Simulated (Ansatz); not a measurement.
# Ga8H22P8 (Ga8P8 wurtzite off sphere): what the fields show

Input file:

```
crystal:
  periodic: [false, false, false]
  atoms:
    - {symbol: Ga, position_ang: [0.501465, -4.308710, -1.404863]}
    - {symbol: P, position_ang: [0.505383, -4.057222, 1.039277]}
    - {symbol: P, position_ang: [0.515238, -1.945125, -1.895640]}
    - {symbol: Ga, position_ang: [-1.502481, -0.865536, -1.233522]}
    - {symbol: Ga, position_ang: [0.507089, -1.920556, 2.150338]}
    - {symbol: P, position_ang: [-1.337936, -0.772959, 1.166840]}
    - {symbol: P, position_ang: [-1.427489, 1.422563, -1.892354]}
    - {symbol: Ga, position_ang: [-3.480050, 2.593185, -1.398175]}
    - {symbol: Ga, position_ang: [-1.406951, 1.397286, 2.153572]}
    - {symbol: P, position_ang: [-3.258431, 2.466973, 1.045603]}
    - {symbol: Ga, position_ang: [2.540336, -0.957964, -1.153620]}
    - {symbol: P, position_ang: [2.352271, -0.756419, 1.213870]}
    - {symbol: P, position_ang: [2.306177, 1.332238, -1.883380]}
    - {symbol: Ga, position_ang: [0.441469, 2.680367, -1.150027]}
    - {symbol: Ga, position_ang: [2.618521, 1.508570, 2.047456]}
    - {symbol: P, position_ang: [0.523770, 2.413174, 1.217000]}
    - {symbol: H, position_ang: [-0.901993, -4.926530, -1.773556]}
    - {symbol: H, position_ang: [1.901792, -4.935124, -1.774347]}
    - {symbol: H, position_ang: [-0.568010, -4.812406, 1.608464]}
    - {symbol: H, position_ang: [1.589225, -4.800935, 1.603493]}
    - {symbol: H, position_ang: [0.545588, -1.842287, -3.324381]}
    - {symbol: H, position_ang: [-2.806210, -1.617193, -1.701696]}
    - {symbol: H, position_ang: [0.467721, -2.027337, 3.720118]}
    - {symbol: H, position_ang: [-2.500950, -1.444390, 1.663420]}
    - {symbol: H, position_ang: [-1.324453, 1.399426, -3.321216]}
    - {symbol: H, position_ang: [-4.717805, 1.688196, -1.767352]}
    - {symbol: H, position_ang: [-3.321490, 4.119567, -1.765381]}
    - {symbol: H, position_ang: [-1.517822, 1.414342, 3.723471]}
    - {symbol: H, position_ang: [-4.449010, 1.914790, 1.614872]}
    - {symbol: H, position_ang: [-3.359369, 3.776653, 1.611918]}
    - {symbol: H, position_ang: [3.868886, -1.613147, -1.686878]}
    - {symbol: H, position_ang: [3.495455, -1.468865, 1.699835]}
    - {symbol: H, position_ang: [2.301738, 1.331093, -3.312893]}
    - {symbol: H, position_ang: [3.532122, 2.039242, -1.687638]}
    - {symbol: H, position_ang: [0.538888, 4.159225, -1.681216]}
    - {symbol: H, position_ang: [2.569548, 1.478758, 3.623946]}
    - {symbol: H, position_ang: [3.778029, 2.178335, 1.199634]}
    - {symbol: H, position_ang: [0.479749, 3.758734, 1.704996]}
basis:
  gaussian: {orbitals: def2-SVP, fitting: {mean_field: def2-universal-jkfit}, initial_orbitals: start.molden}
hamiltonian: {xc: pbe0, dispersion: d4}
scf: {omitted_lower_state_checks: [starts]}
output: {forces: true, orbitals: {seedname: orbitals}}
```

Command:

```sh
ansatz run in.yaml --threads 2 --pin off --events-out ev --progress --plain --max-ram 32768MiB --backend cuda --devices 0, --max-vram 18GiB
```

Geometry: PBE-D4/def2-SVP.

Method: RKS PBE0-D4/def2-SVP in Ansatz 0.2.0.

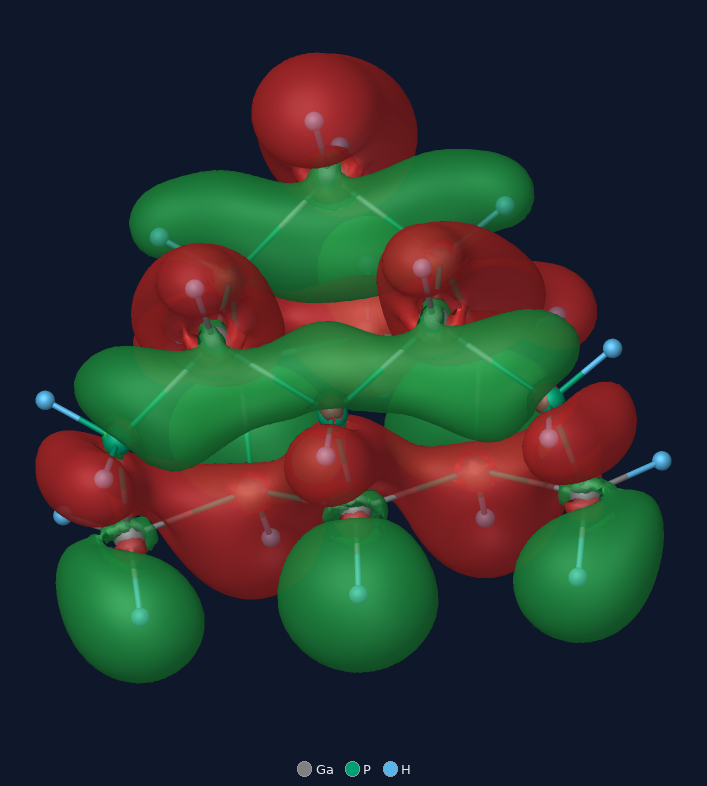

Figure 1. The HOMO−1 at ±0.03 Å⁻³ᐟ² (green and red are the two phases), seen at a tilt.

Describe this orbital and give its energy.

No atom holds more than about 10 % of it (Hirshfeld); by element the shares are P 45 %, Ga 30 % and H 25 %. Its energy is −7.29 eV.

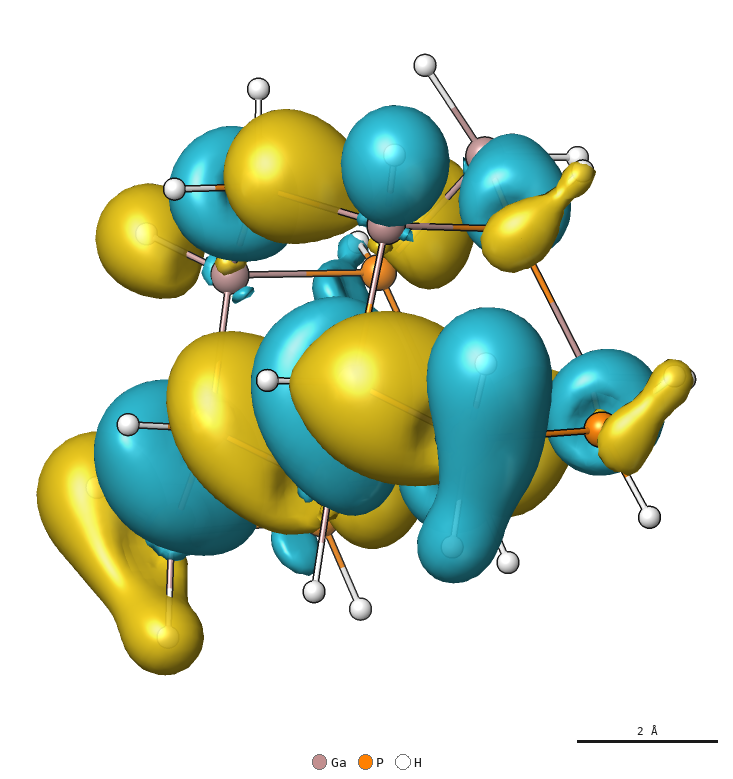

Figure 2. The HOMO at ±0.06 Å⁻³ᐟ² (yellow and cyan are the two phases), seen at an oblique angle.

What is the character of this orbital?

It lies mainly on P3 (about 15 %), P7 (about 15 %), Ga8 (about 5 %), Ga1 (about 5 %) and P13 (about 5 %). Its energy is −7.07 eV.
